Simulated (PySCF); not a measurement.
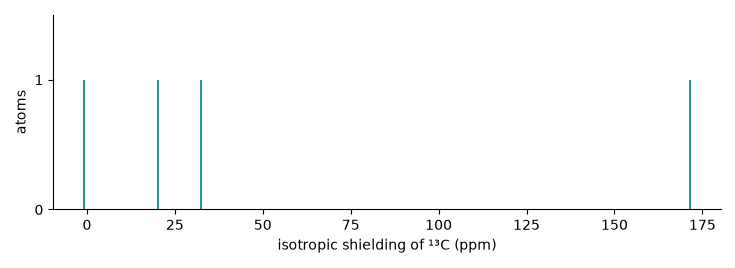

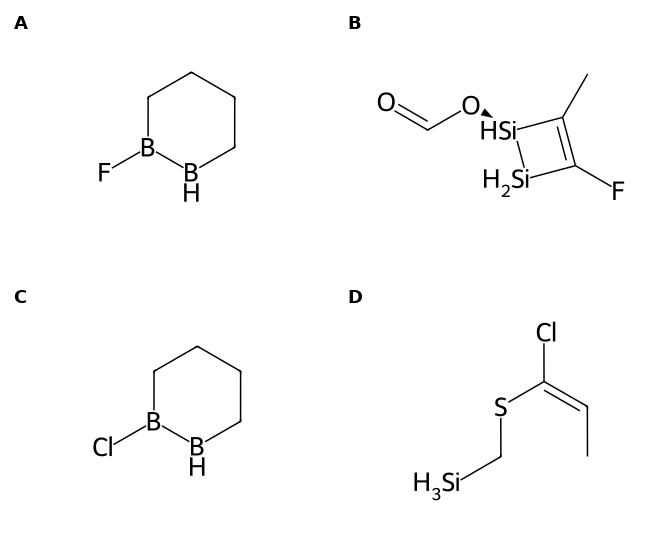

The sticks are computed shieldings of one of the molecules, for one fixed geometry (GFN2-xTB) without averaging over rotations. Low shielding means a high chemical shift. Method: GIAO PBE0/pcSseg-1 NMR shielding, non-relativistic, gas phase (PySCF 2.14.0).

**Match the spectrum to a structure.**

B, `CC1=C(F)[SiH2][Si@H]1OC=O`. Its 4 C atoms give lines at −1.0, 20.3, 32.6, 171.6 ppm.

The geometry is semi-empirical. Around B, Si such bond lengths and angles can be off by a tenth of an ångström or more and by several degrees, and values that hang on the shape move with them.
